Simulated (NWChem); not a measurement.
**C3H7Cl (1-chloropropane) at 4 levels**

Wanted: a comparison of 4 runs (HF/def2-SVP, HF/def2-SVPD, HF/def2-TZVP, HF/def2-TZVPD) of C3H7Cl (1-chloropropane). 

Program for the calculation: NWChem 7.3.0.

### Step 1. The system as given

C3H7Cl: 11 atoms, total charge 0, spin state singlet. As SMILES, `CCCCl`. The shape is that of a PBE0-D4/def2-TZVP optimisation. This is one conformer, not always the lowest.

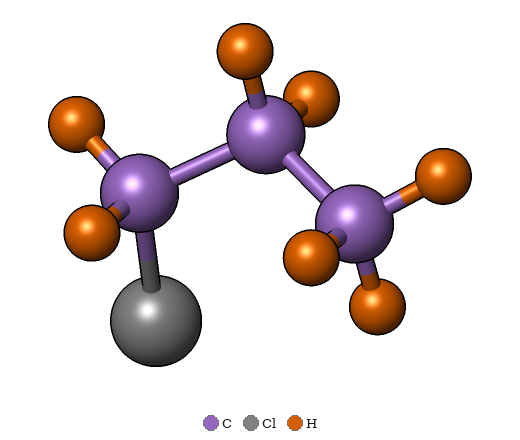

The structure, seen from a chosen angle (carbon purple, chlorine grey, hydrogen orange).

### Step 2. Energy and gradient at HF/def2-SVP (run 1)

Contents of nw.nw:

```
start nw
title "C3H7Cl"
memory total 2200 mb
geometry units angstrom noautosym nocenter noautoz
   C    -0.811400    1.004000    0.042600
   C    -0.136300   -0.246800    0.573600
   C     0.973200   -0.768100   -0.310500
   Cl    0.367700   -1.319700   -1.901800
   H    -1.275800    0.816000   -0.927000
   H    -1.588000    1.349300    0.727700
   H    -0.090500    1.816700   -0.083200
   H    -0.872100   -1.041800    0.726600
   H     0.310900   -0.042500    1.554000
   H     1.471500   -1.627200    0.136700
   H     1.716000    0.003200   -0.518100
end
basis spherical bse
   * library def2-SVP
end
scf
   thresh 1e-08
   maxiter 80
   print low
end
task scf gradient
```

Started as:

```bash
$ nwchem nw.nw > nw.out
```

Log:

```text
[...]
  functions       =    95
[...]
  wavefunction    = RHF
[...]
         Total SCF energy =   -576.953182304801
      One-electron energy =  -1117.073261214183
      Two-electron energy =    376.828133321206
 Nuclear repulsion energy =    163.291945588177
        Time for solution =     15.1s
[...]
                         RHF ENERGY GRADIENTS
    atom               coordinates                        gradient
                 x          y          z           x          y          z
   1 C      -1.533324   1.897285   0.080502    0.002759  -0.003497   0.001770
   2 C      -0.257570  -0.466384   1.083947    0.000880   0.001829  -0.005015
   3 C       1.839081  -1.451499  -0.586760   -0.006847   0.000545  -0.001202
   4 Cl      0.694852  -2.493871  -3.593881    0.001429   0.002386   0.005270
   5 H      -2.410912   1.542016  -1.751776   -0.000208  -0.000584  -0.001274
   6 H      -3.000885   2.549807   1.375154   -0.000394   0.000106   0.000128
   7 H      -0.171020   3.433065  -0.157225    0.000590   0.000225  -0.000225
   8 H      -1.648030  -1.968717   1.373075   -0.000762  -0.001064   0.000155
   9 H       0.587516  -0.080313   2.936634    0.000918   0.000069   0.001100
  10 H       2.780732  -3.074962   0.258326    0.000653  -0.002104   0.000453
  11 H       3.242770   0.006047  -0.979067    0.000981   0.002089  -0.001159
[...]
```

Wall time 20 s (1 thread of Intel Xeon Platinum 8488C (Sapphire Rapids), shared host); peak memory 0.1 GiB.

### Step 3. Energy and gradient at HF/def2-SVPD (run 2)

Contents of mol.nw:

```
start mol
title "C3H7Cl gradient"
memory total 2200 mb
geometry units atomic noautosym nocenter noautoz
  C   -1.53332378   1.89728503   0.08050233
  C   -0.25756967  -0.46638441   1.08394691
  C    1.83908146  -1.45149864  -0.58675996
  Cl   0.69485230  -2.49387157  -3.59388114
  H   -2.41091259   1.54201652  -1.75177612
  H   -3.00088509   2.54980746   1.37515370
  H   -0.17102021   3.43306545  -0.15722521
  H   -1.64803015  -1.96871668   1.37307500
  H    0.58751585  -0.08031336   2.93663440
  H    2.78073199  -3.07496235   0.25832556
  H    3.24277003   0.00604712  -0.97906711
end
basis spherical bse
  * library def2-SVPD
end
scf
  thresh 1e-08
  maxiter 80
  noprint "final vectors analysis"
end
task scf gradient
```

Started as:

```bash
$ nwchem mol.nw > mol.out
```

Log:

```text
[...]
  functions       =   143
[...]
  wavefunction    = RHF
[...]
         Total SCF energy =   -576.965834164723
      One-electron energy =  -1116.806997214165
      Two-electron energy =    376.549229206307
 Nuclear repulsion energy =    163.291933843135
        Time for solution =     54.7s
[...]
                         RHF ENERGY GRADIENTS
    atom               coordinates                        gradient
                 x          y          z           x          y          z
   1 C      -1.533324   1.897285   0.080502    0.003349  -0.004623   0.002174
   2 C      -0.257570  -0.466384   1.083947    0.001599   0.003032  -0.005599
   3 C       1.839081  -1.451499  -0.586760   -0.008626  -0.000154  -0.003533
   4 Cl      0.694852  -2.493872  -3.593881    0.001320   0.003113   0.006530
   5 H      -2.410913   1.542017  -1.751776   -0.000242  -0.000989  -0.001821
   6 H      -3.000885   2.549807   1.375154   -0.000836   0.000408   0.000377
   7 H      -0.171020   3.433065  -0.157225    0.000826   0.000574  -0.000238
   8 H      -1.648030  -1.968717   1.373075   -0.000980  -0.001672   0.000018
   9 H       0.587516  -0.080313   2.936634    0.000873   0.000214   0.001608
  10 H       2.780732  -3.074962   0.258326    0.001146  -0.002284   0.001080
  11 H       3.242770   0.006047  -0.979067    0.001572   0.002383  -0.000595
[...]
```

It took 74 s on 1 thread of Intel Xeon Platinum 8488C (Sapphire Rapids), shared host; peak memory 0.11 GiB.

### Step 4. Energy and gradient at HF/def2-TZVP (run 3)

Contents of run.nw:

```
start run
memory stack 880 mb heap 220 mb global 1100 mb
charge 0

geometry units bohr noautosym nocenter noautoz
   C     -1.53332378     1.89728503     0.08050233
   C     -0.25756967    -0.46638441     1.08394691
   C      1.83908146    -1.45149864    -0.58675996
   Cl     0.69485230    -2.49387157    -3.59388114
   H     -2.41091259     1.54201652    -1.75177612
   H     -3.00088509     2.54980746     1.37515370
   H     -0.17102021     3.43306545    -0.15722521
   H     -1.64803015    -1.96871668     1.37307500
   H      0.58751585    -0.08031336     2.93663440
   H      2.78073199    -3.07496235     0.25832556
   H      3.24277003     0.00604712    -0.97906711
end

basis "ao basis" spherical bse
   * library def2-TZVP
end

scf
   thresh 1e-08
   maxiter 80
   noprint "final vectors analysis"
end

task scf gradient
```

Started as:

```bash
$ nwchem run.nw > run.out
```

Log:

```text
[...]
  functions       =   172
[...]
  wavefunction    = RHF
[...]
         Total SCF energy =   -577.239022722723
      One-electron energy =  -1117.483541390717
      Two-electron energy =    376.952584824859
 Nuclear repulsion energy =    163.291933843135
        Time for solution =    129.0s
[...]
                         RHF ENERGY GRADIENTS
    atom               coordinates                        gradient
                 x          y          z           x          y          z
   1 C      -1.533324   1.897285   0.080502    0.004508  -0.007076   0.003647
   2 C      -0.257570  -0.466384   1.083947    0.002510   0.005006  -0.009096
   3 C       1.839081  -1.451499  -0.586760   -0.011689   0.000480  -0.001955
   4 Cl      0.694852  -2.493872  -3.593881    0.000088   0.001986   0.003116
   5 H      -2.410913   1.542017  -1.751776   -0.002153  -0.001717  -0.005825
   6 H      -3.000885   2.549807   1.375154   -0.003988   0.001844   0.003126
   7 H      -0.171020   3.433065  -0.157225    0.003605   0.003867  -0.000771
   8 H      -1.648030  -1.968717   1.373075   -0.003902  -0.004777   0.000893
   9 H       0.587516  -0.080313   2.936634    0.002491   0.000772   0.005332
  10 H       2.780732  -3.074962   0.258326    0.003540  -0.006061   0.003062
  11 H       3.242770   0.006047  -0.979067    0.004989   0.005677  -0.001529
[...]
```

Run time: 2.6 min. Hardware: 1 thread of Intel Xeon Platinum 8488C (Sapphire Rapids), shared host; peak memory 0.12 GiB.

### Step 5. Energy and forces at HF/def2-TZVPD (run 4)

Contents of geom.nw:

```
START geom
TITLE "C3H7Cl"
memory total 2200 mb
charge 0
GEOMETRY noautosym nocenter noautoz
C       -0.811400       1.004000       0.042600
C       -0.136300      -0.246800       0.573600
C        0.973200      -0.768100      -0.310500
Cl       0.367700      -1.319700      -1.901800
H       -1.275800       0.816000      -0.927000
H       -1.588000       1.349300       0.727700
H       -0.090500       1.816700      -0.083200
H       -0.872100      -1.041800       0.726600
H        0.310900      -0.042500       1.554000
H        1.471500      -1.627200       0.136700
H        1.716000       0.003200      -0.518100
END
BASIS "ao basis" spherical bse
C library def2-TZVPD
Cl library def2-TZVPD
H library def2-TZVPD
END
SCF
thresh 1e-08
maxiter 80
noprint "final vectors analysis"
END
TASK scf gradient
```

Started as:

```bash
$ nwchem geom.nw > geom.out
```

Log:

```text
[...]
  functions       =   220
[...]
  wavefunction    = RHF
[...]
         Total SCF energy =   -577.239917856144
      One-electron energy =  -1117.447334669352
      Two-electron energy =    376.915471225032
 Nuclear repulsion energy =    163.291945588177
        Time for solution =    310.6s
[...]
                         RHF ENERGY GRADIENTS
    atom               coordinates                        gradient
                 x          y          z           x          y          z
   1 C      -1.533324   1.897285   0.080502    0.004503  -0.007052   0.003627
   2 C      -0.257570  -0.466384   1.083947    0.002581   0.004993  -0.009069
   3 C       1.839081  -1.451499  -0.586760   -0.011747   0.000415  -0.002225
   4 Cl      0.694852  -2.493871  -3.593881    0.000099   0.002051   0.003287
   5 H      -2.410912   1.542016  -1.751776   -0.002137  -0.001753  -0.005823
   6 H      -3.000885   2.549807   1.375154   -0.003996   0.001842   0.003141
   7 H      -0.171020   3.433065  -0.157225    0.003606   0.003861  -0.000762
   8 H      -1.648030  -1.968717   1.373075   -0.003884  -0.004786   0.000833
   9 H       0.587516  -0.080313   2.936634    0.002475   0.000812   0.005355
  10 H       2.780732  -3.074962   0.258326    0.003524  -0.006075   0.003115
  11 H       3.242770   0.006047  -0.979067    0.004977   0.005692  -0.001479
[...]
```

Wall time 6.6 min (1 thread of Intel Xeon Platinum 8488C (Sapphire Rapids), shared host); peak memory 0.12 GiB.

### Step 6. The series

```
run          level  energy (Eh)  largest force (eV/Å)  wall time
  1    HF/def2-SVP  -576.953182                 0.359       20 s
  2   HF/def2-SVPD  -576.965834                 0.479       74 s
  3   HF/def2-TZVP  -577.239023                 0.610    2.6 min
  4  HF/def2-TZVPD  -577.239918                 0.615    6.6 min
```

Convergence of the total energy of singlet C3H7Cl with the basis set, against the last point:

```
 basis set  from the last (mEh)  wall time
  def2-SVP             +286.736       20 s
 def2-SVPD             +274.084       74 s
 def2-TZVP               +0.895    2.6 min
def2-TZVPD               +0.000    6.6 min
```

Convergence of the largest force on an atom of singlet C3H7Cl with the basis set, against the last point:

```
 basis set  from the last (eV/Å)  wall time
  def2-SVP              -0.25660       20 s
 def2-SVPD              -0.13577       74 s
 def2-TZVP              -0.00524    2.6 min
def2-TZVPD              +0.00000    6.6 min
```

### Step 7. Summary of results

| quantity | value |
| --- | --- |
| run 4: total energy | -577.23992 Eh |
| run 4: dipole moment | 2.26 D |
| run 4: largest force on an atom | 0.615 eV/Å |

What this shows: Over runs 2, 3, 4 the dipole moment (its size) runs from 2.24 D (HF/def2-TZVP) to 2.32 D (HF/def2-SVPD). All runs together took 11 min, the longest 6.6 min.
